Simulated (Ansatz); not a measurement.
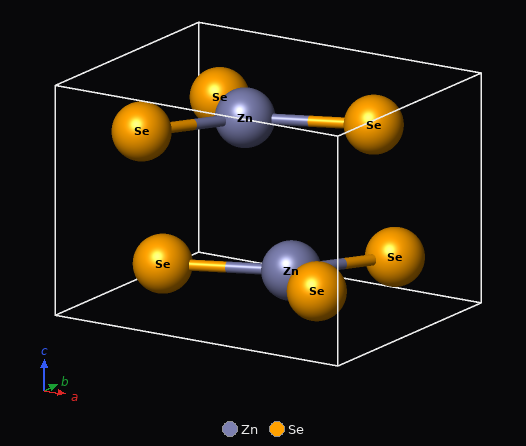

Drawn in the ball-and-stick manner and seen slightly off an axis. Lines trace the edges of the simulation cell.

The input file of the run:
```yaml
crystal:
  lattice:
    - [7.6689607034, 0.0, 0.0]
    - [-3.8344803517, 6.6415147898, 0.0]
    - [0.0, 0.0, 4.1154334252]
  atoms:
    - { symbol: Zn, position: [0.3333333333, 0.6666666667, 0.75] }
    - { symbol: Zn, position: [0.6666666667, 0.3333333333, 0.25] }
    - { symbol: Se, position: [0.8483170817, 0.6966341634, 0.25] }
    - { symbol: Se, position: [0.3033658366, 0.1516829183, 0.25] }
    - { symbol: Se, position: [0.8483170817, 0.1516829183, 0.25] }
    - { symbol: Se, position: [0.1516829183, 0.3033658366, 0.75] }
    - { symbol: Se, position: [0.6966341634, 0.8483170817, 0.75] }
    - { symbol: Se, position: [0.1516829183, 0.8483170817, 0.75] }
basis:
  ecutwfc: 420
kpoints:
  mp_grid: { grid: [6, 6, 10] }
  band_path:
    path:
      - [[0.0, 0.0, 0.0], [0.5, 0.0, 0.0], [0.33333333, 0.33333333, 0.0], [0.0, 0.0, 0.0], [0.0, 0.0, 0.5], [0.5, 0.0, 0.5], [0.33333333, 0.33333333, 0.5], [0.0, 0.0, 0.5]]
      - [[0.5, 0.0, 0.5], [0.5, 0.0, 0.0]]
      - [[0.33333333, 0.33333333, 0.5], [0.33333333, 0.33333333, 0.0]]
    npoints: 14
hamiltonian:
  xc: pbe
scf:
  occupations: { method: gaussian, width: 0.1 }
  n_extra_bands: 20
output:
  forces: true
  stress: true
  eigenvalues: true
  populations: true
  dos: { projected: true, de: 0.02, nscf_kmesh: { grid: [8, 8, 12] } }
  bader: true
  write_density: true
  write_potential: true
  elf: true
  volumetric_format: npy
```
Run as:
```sh
ansatz run input.yaml --threads 1 --pin off --max-ram 2560MiB --backend cpu --events-out ev --progress --plain --runs-dir out
```

Level of theory and settings: Ansatz 0.2.0, DFT PBE, scalar-relativistic, plane waves, PAW, plane-wave cutoff 420 eV, a 6×6×10 mesh of k-points, Gaussian smearing of 0.1 eV, no spin polarisation.

### What does a Bader analysis give?

Zn +0.63 e; Se -0.21 e.

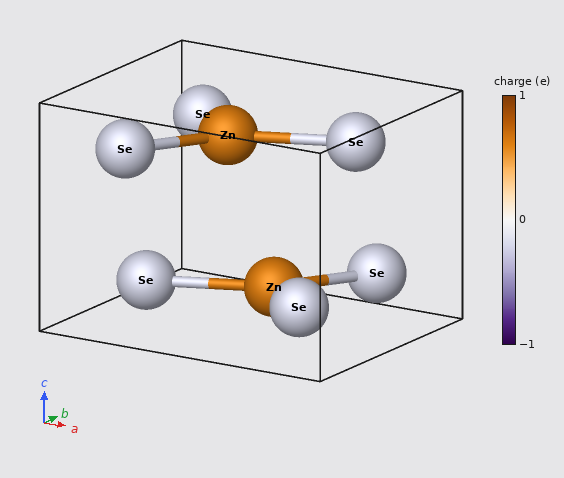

The atoms coloured by those charges.

The cell started as a random cell made by a generator, so it need not be a real form of the compound. Earlier steps of the study may have refined or changed the cell and positions. It was run through Ansatz as a DFT input.
